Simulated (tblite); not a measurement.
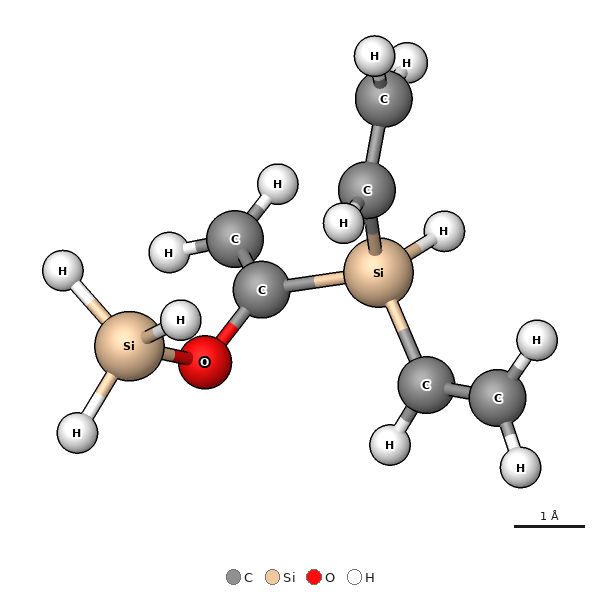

*The structure as given in the input (ball-and-stick view, seen at a tilt).*

Bond lengths as drawn: C–C 1.32 to 1.35 Å, C–H 1.08 to 1.10 Å, C–O 1.39 Å, C–Si 1.86 to 1.89 Å, H–Si 1.47 to 1.50 Å and O–Si 1.67 Å.

## C6H12OSi2: geometry relaxation (part 1 of 4)

C6H12OSi2, computed with GFN2-xTB geometry optimisation, gas phase (tblite 0.8.0).

It belongs to a series of runs on one base structure; here: H on Si replaced by vinyl.

Output
```
step      E/eV     max force
  0    -718.68271    1.447
  1    -718.76751    0.849
  2    -718.81839    0.450
  3    -718.84202    0.383
  4    -718.86563    0.343
  5    -718.87505    0.328
  6    -718.89013    0.268
  7    -718.90425    0.242
  8    -718.91342    0.211
  9    -718.91907    0.199
 10    -718.92512    0.188
 11    -718.93216    0.225
 12    -718.93774    0.189
 13    -718.94059    0.116
 14    -718.94211    0.087
 15    -718.94354    0.115
 16    -718.94505    0.126
 17    -718.94647    0.102
 18    -718.94774    0.115
 19    -718.94886    0.103
 20    -718.94993    0.077
 21    -718.95108    0.086
 22    -718.95236    0.083
 23    -718.95360    0.085
 24    -718.95458    0.074
 25    -718.95527    0.050
 26    -718.95580    0.053
 27    -718.95626    0.048
 28    -718.95664    0.051
 29    -718.95694    0.042
 30    -718.95715    0.029
 31    -718.95730    0.026
 32    -718.95742    0.030
 33    -718.95755    0.033
 34    -718.95769    0.030
 35    -718.95782    0.024
 36    -718.95793    0.020
 37    -718.95803    0.026
 38    -718.95815    0.034
 39    -718.95828    0.028
 40    -718.95839    0.019
 41    -718.95846    0.019
 42    -718.95853    0.029
 43    -718.95861    0.032
 44    -718.95869    0.022
 45    -718.95874    0.012
 46    -718.95877    0.013
 47    -718.95881    0.018
 48    -718.95886    0.021
 49    -718.95892    0.017
 50    -718.95896    0.016
 51    -718.95900    0.018
 52    -718.95905    0.024
 53    -718.95911    0.028
 54    -718.95919    0.023
 55    -718.95926    0.016
 56    -718.95931    0.021
 57    -718.95938    0.022
 58    -718.95948    0.029
 59    -718.95964    0.032
 60    -718.95982    0.035
 61    -718.95999    0.040
 62    -718.96017    0.039
 63    -718.96035    0.036
 64    -718.96050    0.026
 65    -718.96060    0.020
 66    -718.96067    0.020
 67    -718.96075    0.029
 68    -718.96088    0.038
 69    -718.96104    0.035
 70    -718.96117    0.021
 71    -718.96124    0.019
 72    -718.96129    0.017
 73    -718.96134    0.021
 74    -718.96141    0.021
 75    -718.96147    0.016
 76    -718.96152    0.019
 77    -718.96158    0.021
 78    -718.96168    0.030
 79    -718.96183    0.035
 80    -718.96201    0.036
 81    -718.96219    0.028
 82    -718.96234    0.032
 83    -718.96254    0.042
 84    -718.96285    0.058
 85    -718.96371    0.087
 86    -718.96443    0.077
 87    -718.96533    0.100
 88    -718.96612    0.091
 89    -718.96710    0.095
 90    -718.96837    0.105
 91    -718.96964    0.084
 92    -718.97105    0.071
 93    -718.97259    0.113
 94    -718.97327    0.072
 95    -718.97423    0.059
 96    -718.97518    0.152
 97    -718.97623    0.084
 98    -718.97679    0.065
 99    -718.97793    0.098
100    -718.97856    0.064
101    -718.97946    0.054
102    -718.98040    0.075
103    -718.98116    0.093
104    -718.98180    0.082
105    -718.98283    0.087
106    -718.98340    0.071
107    -718.98429    0.084
108    -718.98595    0.101
109    -718.98701    0.058
110    -718.98779    0.083
111    -718.98833    0.092
112    -718.98939    0.068
113    -718.99077    0.097
114    -718.99246    0.119
115    -718.99347    0.106
116    -718.99436    0.078
117    -718.99537    0.068
118    -718.99681    0.079
119    -718.99807    0.101
120    -718.99880    0.076
121    -718.99846    0.125
122    -718.99988    0.069
123    -719.00034    0.061
124    -719.00094    0.061
125    -719.00172    0.061
126    -719.00210    0.050
127    -719.00248    0.041
128    -719.00282    0.062
129    -719.00309    0.050
130    -719.00348    0.040
131    -719.00410    0.037
132    -719.00459    0.053
133    -719.00555    0.081
134    -719.00676    0.072
135    -719.00792    0.079
136    -719.00857    0.109
137    -719.00986    0.098
138    -719.01083    0.057
139    -719.01202    0.044
140    -719.01267    0.049
141    -719.01334    0.054
142    -719.01399    0.055
143    -719.01472    0.065
144    -719.01552    0.064
145    -719.01672    0.084
146    -719.01817    0.102
147    -719.01938    0.082
148    -719.02031    0.064
149    -719.02125    0.067
150    -719.02212    0.074
151    -719.02315    0.056
152    -719.02402    0.105
153    -719.02528    0.090
154    -719.02628    0.105
155    -719.02762    0.079
156    -719.02826    0.059
157    -719.02943    0.057
158    -719.03131    0.086
159    -719.03239    0.062
160    -719.03335    0.088
161    -719.03393    0.058
162    -719.03447    0.058
163    -719.03496    0.048
164    -719.03546    0.046
165    -719.03604    0.040
166    -719.03644    0.052
167    -719.03704    0.064
168    -719.03791    0.071
169    -719.03891    0.061
170    -719.03958    0.101
171    -719.04033    0.073
172    -719.04090    0.048
173    -719.04202    0.076
174    -719.04286    0.070
175    -719.04396    0.052
176    -719.04452    0.055
177    -719.04447    0.073
178    -719.04505    0.034
179    -719.04525    0.027
180    -719.04581    0.030
181    -719.04603    0.033
182    -719.04654    0.038
183    -719.04708    0.049
184    -719.04763    0.045
185    -719.04827    0.063
186    -719.04878    0.042
187    -719.04925    0.067
188    -719.04962    0.035
189    -719.05007    0.037
190    -719.05037    0.033
191    -719.05076    0.033
192    -719.05105    0.035
193    -719.05129    0.040
194    -719.05162    0.040
195    -719.05193    0.050
196    -719.05215    0.033
197    -719.05230    0.025
198    -719.05240    0.023
199    -719.05252    0.021
200    -719.05259    0.019
201    -719.05266    0.017
202    -719.05271    0.020
203    -719.05276    0.018
204    -719.05280    0.017
205    -719.05284    0.013
206    -719.05288    0.013
207    -719.05291    0.013
208    -719.05295    0.016
209    -719.05300    0.016
210    -719.05304    0.012
211    -719.05306    0.008
```

Trajectory as extended XYZ (Å, eV, eV/Å), 38 of the 212 frames kept, from step=0 to step=211
```
21
Properties=species:S:1:pos:R:3:forces:R:3 step=0 energy=-718.68271
C    -2.8000   -1.1372   -1.1781   -0.2770   0.0140  -0.1320
C    -1.6803   -1.3056   -0.4940    0.1040  -0.6080  -0.1600
Si   -0.8092   -0.0555    0.5654   -0.4330   0.3780   0.8890
C    -0.7177    1.5801   -0.3258   -0.0490   0.8170   0.4820
C    -0.8540    2.7827    0.2449    0.1100  -0.1890  -0.6680
C     0.9301   -0.6397    0.9995    0.8070  -0.3920   1.1350
C     1.4846   -0.3843    2.1994   -0.1660  -0.2800  -0.6660
O     1.6085   -1.4614    0.1030    0.4400   1.0300  -0.6810
Si    2.5611   -0.7995   -1.0989   -0.2480  -0.0450   0.2850
H    -3.2344   -1.9496   -1.7559    0.0160   0.2440   0.0870
H    -3.3507   -0.1922   -1.1884    0.3300  -0.4150   0.0100
H    -1.1790   -2.2762   -0.5005   -0.2950   0.0900  -0.2180
H    -1.5898    0.1351    1.8308    0.2990  -0.0820  -0.2460
H    -0.5251    1.4806   -1.3846   -0.0070   0.3850  -0.1300
H    -0.7793    3.6898   -0.3693   -0.0590  -0.3450   0.4580
H    -1.0465    2.9244    1.3107    0.0910  -0.1570  -0.5580
H     2.4631   -0.7804    2.4634   -0.2370   0.1670  -0.1280
H     0.9811    0.2008    2.9619    0.0710  -0.2040  -0.3980
H     3.1810   -1.8792   -1.8895   -0.3440   0.0460   0.4280
H     3.6309    0.0435   -0.4937   -0.3820  -0.2190  -0.1230
H     1.7169    0.0405   -2.0008    0.2320  -0.2350   0.3340
21
Properties=species:S:1:pos:R:3:forces:R:3 step=6 energy=-718.89013
C    -2.7909   -1.1538   -1.1735   -0.0580   0.0410  -0.0390
C    -1.6710   -1.3290   -0.4880   -0.0910  -0.1450  -0.1040
Si   -0.8197   -0.0532    0.5996   -0.1710   0.0660   0.0750
C    -0.7094    1.5861   -0.3250   -0.0070   0.1220  -0.0750
C    -0.8490    2.7860    0.2153   -0.0080   0.1480   0.0770
C     0.9266   -0.6696    1.0272    0.2400   0.0460   0.0160
C     1.4988   -0.4145    2.1956    0.0180   0.0170   0.0870
O     1.6173   -1.3698    0.0702   -0.1040  -0.1370  -0.0680
Si    2.5626   -0.7735   -1.1036   -0.0820   0.0130   0.0790
H    -3.2452   -1.9382   -1.7650    0.0780   0.0380   0.0380
H    -3.3194   -0.2128   -1.1825    0.0490   0.0120   0.0480
H    -1.2061   -2.3039   -0.5396    0.0650  -0.0980   0.0040
H    -1.5730    0.1317    1.8579    0.1120  -0.0100  -0.0550
H    -0.5264    1.5395   -1.3904    0.0380  -0.0440  -0.1010
H    -0.7813    3.7073   -0.3529    0.0000  -0.1640   0.0380
H    -1.0412    2.9088    1.2695   -0.0030   0.0020   0.0000
H     2.4887   -0.7639    2.4561   -0.0800   0.0910  -0.1010
H     0.9709    0.1717    2.9256    0.0030  -0.1300   0.0910
H     3.1219   -1.9073   -1.8153   -0.1020  -0.2100   0.1320
H     3.6059    0.0398   -0.5000    0.1630   0.1680   0.0350
H     1.7313    0.0356   -1.9817   -0.0590   0.1750  -0.1780
21
Properties=species:S:1:pos:R:3:forces:R:3 step=11 energy=-718.93216
C    -2.7865   -1.1577   -1.1748   -0.0050   0.0040  -0.0090
C    -1.6711   -1.3588   -0.4910    0.1630   0.0160   0.0800
Si   -0.8314   -0.0508    0.5945    0.1220  -0.1140  -0.1420
C    -0.7123    1.5973   -0.3407   -0.0250  -0.1110   0.0780
C    -0.8479    2.7912    0.2177    0.0000  -0.1500  -0.0860
C     0.9321   -0.6595    1.0258   -0.2160   0.0360  -0.0520
C     1.5030   -0.4208    2.1976   -0.0410   0.0360  -0.0560
O     1.5934   -1.3572    0.0489    0.0330   0.1300   0.0630
Si    2.5551   -0.7473   -1.1043   -0.0060  -0.0080   0.0020
H    -3.2405   -1.9324   -1.7738   -0.0290   0.0180  -0.0350
H    -3.2973   -0.2072   -1.1642    0.0070  -0.0270   0.0090
H    -1.2038   -2.3394   -0.5558   -0.0360   0.1500   0.0530
H    -1.5423    0.1310    1.8694   -0.0140   0.0270  -0.0080
H    -0.5179    1.5554   -1.4080   -0.0120  -0.0270   0.0420
H    -0.7783    3.7029   -0.3502    0.0280   0.1150  -0.0470
H    -1.0434    2.9067    1.2679   -0.0270   0.0020   0.1060
H     2.5039   -0.7381    2.4341    0.0620  -0.0320  -0.0170
H     0.9639    0.1213    2.9512    0.0050  -0.0390   0.0630
H     3.0514   -1.9670   -1.7261   -0.0440   0.0100   0.0430
H     3.6198    0.0732   -0.5073   -0.0810  -0.0360  -0.0880
H     1.7409    0.0740   -2.0115    0.1140  -0.0010   0.0010
21
Properties=species:S:1:pos:R:3:forces:R:3 step=17 energy=-718.94647
C    -2.7795   -1.1589   -1.1751    0.0030   0.0070  -0.0080
C    -1.6621   -1.3590   -0.4941   -0.0210  -0.0020   0.0150
Si   -0.8331   -0.0589    0.5869   -0.0050   0.0940   0.0400
C    -0.7164    1.5870   -0.3383   -0.0120   0.0220  -0.0210
C    -0.8514    2.7825    0.2162    0.0140  -0.0080   0.0140
C     0.9160   -0.6476    1.0321    0.0210   0.0020  -0.0100
C     1.4983   -0.4166    2.1991   -0.0110  -0.0100   0.0310
O     1.5887   -1.3253    0.0549    0.0080   0.0010  -0.0470
Si    2.5494   -0.7439   -1.1069    0.0320   0.0220  -0.0430
H    -3.2406   -1.9229   -1.7809   -0.0050  -0.0400  -0.0240
H    -3.2875   -0.2096   -1.1553   -0.0240   0.0530  -0.0070
H    -1.1961   -2.3336   -0.5458    0.0400  -0.0500  -0.0170
H    -1.5345    0.1377    1.8606   -0.0790   0.0160   0.0540
H    -0.5191    1.5458   -1.4043   -0.0010  -0.0260   0.0020
H    -0.7702    3.7005   -0.3489    0.0000  -0.0390   0.0140
H    -1.0485    2.8997    1.2700   -0.0100  -0.0130  -0.0180
H     2.5074   -0.7332    2.4070    0.0100   0.0010   0.0070
H     0.9625    0.0909    2.9773    0.0060   0.0070   0.0640
H     3.0170   -1.9935   -1.6886   -0.0180   0.0250   0.0010
H     3.6155    0.0834   -0.5325    0.0040  -0.0240  -0.0360
H     1.7752    0.0926   -2.0338    0.0480  -0.0400  -0.0100
21
Properties=species:S:1:pos:R:3:forces:R:3 step=23 energy=-718.95360
C    -2.7740   -1.1570   -1.1780   -0.0050  -0.0010   0.0170
C    -1.6617   -1.3577   -0.4864   -0.0230   0.0200  -0.0010
Si   -0.8486   -0.0514    0.6078   -0.0500  -0.0120   0.0220
C    -0.7232    1.5801   -0.3406   -0.0050  -0.0100   0.0180
C    -0.8495    2.7751    0.2157   -0.0290   0.0220   0.0040
C     0.9099   -0.6308    1.0411    0.0020   0.0190   0.0270
C     1.4938   -0.4228    2.2131    0.0340   0.0220  -0.0050
O     1.5849   -1.2866    0.0496   -0.0490   0.0220   0.0070
Si    2.5563   -0.7404   -1.1193   -0.0170   0.0100   0.0160
H    -3.2348   -1.9209   -1.7887    0.0550   0.0230   0.0080
H    -3.2847   -0.2061   -1.1573    0.0080  -0.0290   0.0020
H    -1.1826   -2.3280   -0.5455   -0.0220   0.0070   0.0050
H    -1.5745    0.1530    1.8764    0.0320  -0.0140  -0.0770
H    -0.5214    1.5277   -1.4058    0.0000  -0.0020   0.0380
H    -0.7620    3.6941   -0.3463    0.0040  -0.0240   0.0180
H    -1.0589    2.8860    1.2687    0.0180   0.0120  -0.0480
H     2.5113   -0.7316    2.3963   -0.0180  -0.0030   0.0350
H     0.9696    0.0680    3.0130    0.0110  -0.0440  -0.0360
H     2.9948   -2.0078   -1.6784    0.0150  -0.0220  -0.0140
H     3.6304    0.0828   -0.5651    0.0720   0.0000   0.0130
H     1.8161    0.0910   -2.0708   -0.0320   0.0030  -0.0500
21
Properties=species:S:1:pos:R:3:forces:R:3 step=29 energy=-718.95694
C    -2.7720   -1.1552   -1.1759    0.0090  -0.0010  -0.0120
C    -1.6638   -1.3558   -0.4788    0.0030  -0.0050  -0.0020
Si   -0.8583   -0.0496    0.6181    0.0070  -0.0350   0.0090
C    -0.7296    1.5750   -0.3356    0.0020   0.0090   0.0020
C    -0.8547    2.7724    0.2142    0.0100   0.0170   0.0120
C     0.9059   -0.6170    1.0484    0.0170   0.0090  -0.0110
C     1.4986   -0.4217    2.2181   -0.0110  -0.0170   0.0020
O     1.5706   -1.2570    0.0406    0.0100   0.0150  -0.0050
Si    2.5589   -0.7340   -1.1250   -0.0010  -0.0050  -0.0050
H    -3.2170   -1.9194   -1.7961    0.0060   0.0130  -0.0050
H    -3.2861   -0.2067   -1.1569   -0.0030  -0.0250   0.0060
H    -1.1828   -2.3248   -0.5432   -0.0110   0.0080   0.0170
H    -1.5934    0.1577    1.8739   -0.0030  -0.0040   0.0170
H    -0.5219    1.5170   -1.3976    0.0030  -0.0040  -0.0210
H    -0.7567    3.6893   -0.3460   -0.0040   0.0150  -0.0290
H    -1.0620    2.8862    1.2649   -0.0150   0.0230   0.0320
H     2.5149   -0.7335    2.4022   -0.0090   0.0040  -0.0110
H     0.9716    0.0478    3.0274   -0.0050  -0.0020  -0.0040
H     2.9853   -2.0132   -1.6730    0.0030   0.0050   0.0070
H     3.6538    0.0744   -0.5807   -0.0060  -0.0230  -0.0030
H     1.8298    0.0852   -2.0994    0.0000   0.0020   0.0020
21
Properties=species:S:1:pos:R:3:forces:R:3 step=34 energy=-718.95769
C    -2.7688   -1.1557   -1.1779   -0.0030  -0.0050   0.0050
C    -1.6637   -1.3561   -0.4763    0.0010  -0.0040   0.0120
Si   -0.8603   -0.0506    0.6225    0.0010   0.0280  -0.0100
C    -0.7307    1.5762   -0.3318   -0.0030  -0.0010   0.0120
C    -0.8544    2.7754    0.2159   -0.0060  -0.0070  -0.0140
C     0.9069   -0.6109    1.0480   -0.0190  -0.0110  -0.0060
C     1.4975   -0.4254    2.2201   -0.0040   0.0080  -0.0110
O     1.5692   -1.2454    0.0368    0.0080  -0.0110  -0.0010
Si    2.5596   -0.7325   -1.1300    0.0070  -0.0030  -0.0050
H    -3.2102   -1.9175   -1.8022    0.0000  -0.0150  -0.0140
H    -3.2883   -0.2112   -1.1548   -0.0010   0.0150  -0.0060
H    -1.1846   -2.3255   -0.5374    0.0110  -0.0040   0.0020
H    -1.5972    0.1563    1.8771    0.0000  -0.0060   0.0200
H    -0.5223    1.5145   -1.3951   -0.0040   0.0110   0.0270
H    -0.7569    3.6891   -0.3514   -0.0030   0.0020   0.0050
H    -1.0657    2.8943    1.2667    0.0040   0.0140  -0.0190
H     2.5149   -0.7335    2.4006    0.0060  -0.0060   0.0020
H     0.9692    0.0402    3.0304   -0.0050  -0.0020   0.0100
H     2.9832   -2.0157   -1.6689    0.0010  -0.0080  -0.0080
H     3.6603    0.0660   -0.5854    0.0030   0.0010  -0.0040
H     1.8333    0.0851   -2.1074    0.0060   0.0050   0.0020
```
